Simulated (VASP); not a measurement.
Given:

```yaml
crystal:
  lattice:
    - [4.49234, 0.00000, 0.00000]
    - [0.00000, 4.49234, 0.00000]
    - [0.00000, 0.00000, 6.29720]
  atoms:
    - { symbol: Al, position: [0.00000, 0.00000, 0.00000] }
    - { symbol: In, position: [0.50000, 0.50000, 0.50000] }
    - { symbol: Sb, position: [0.00000, 0.50000, 0.23338] }
    - { symbol: Sb, position: [0.50000, 0.00000, 0.76662] }
```

Computed with PBEsol GGA, VASP's PBE PAW potentials (set 64) (plane waves; VASP). Run with 400 eV cut-off, 6×6×4 Γ-centred mesh, tetrahedra with Blöchl corrections, potentials Al In_d Sb.

Unless said otherwise, spin-orbit coupling is left out, though it shifts the bands of the heavy elements here.

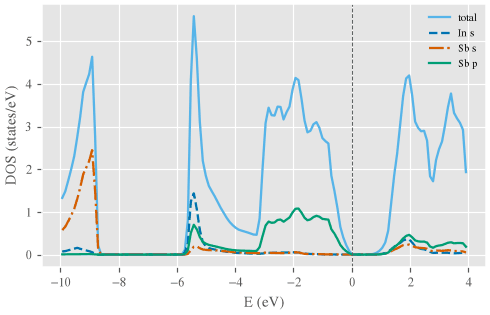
*Total and projected density of states, zero at the valence-band maximum*

Within 2 eV below the valence-band maximum the largest weight inside VASP's projection spheres is Sb p, then In p.

The gap is direct, 0.51 eV, from the valence maximum at Γ to the conduction minimum at Γ.

The structure comes from a computed database's AlInSb2 entry (P-4m2); how it stands against other phases isn't given here. It was relaxed first.
